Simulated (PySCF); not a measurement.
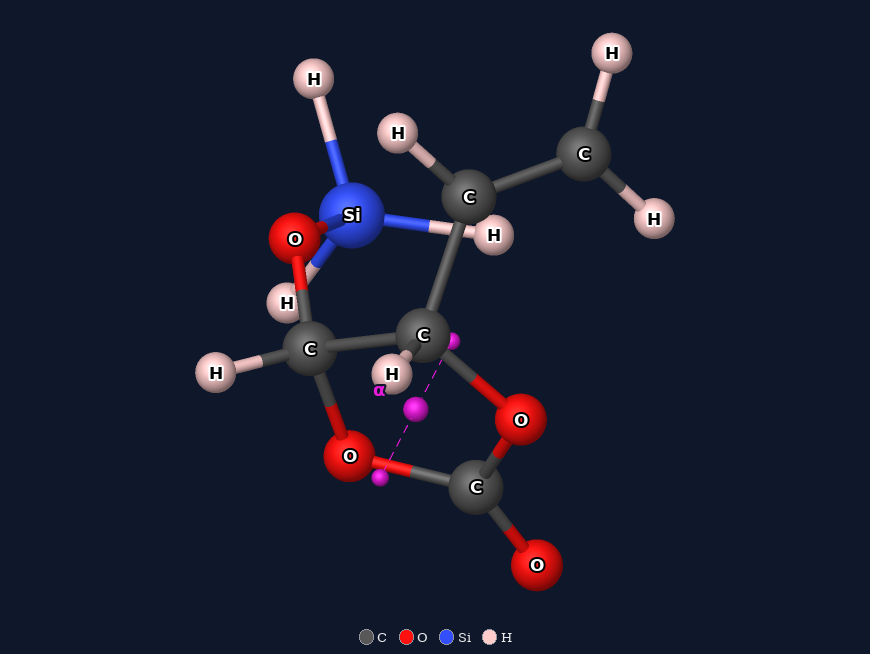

The small points mark where nucleus-independent chemical shifts (NICS) were computed: at the centre of each lettered ring and 1 Å above and below it. The computed structure is the end point of a GFN2-xTB optimisation. No frequency run is at hand to confirm it as a minimum. Properties computed with GIAO PBE0/pcSseg-1 NMR shielding, non-relativistic, gas phase (PySCF 2.14.0).

Give NICS(0), NICS(1) and the out-of-plane component NICS(1)zz for each ring (means of the two sides).

```csv
ring,members,NICS(0),NICS(1),NICS(1)zz
α,C3O2,−7.5,−3.1,−5.0
```

Values in ppm.

**What do the values say about the ring currents?**

Ring α: weak, as in a non-aromatic ring. NICS is one index among several.

The geometry is semi-empirical. Around Si such bond lengths and angles can be off by a tenth of an ångström or more and by several degrees, and values that hang on the shape move with them.
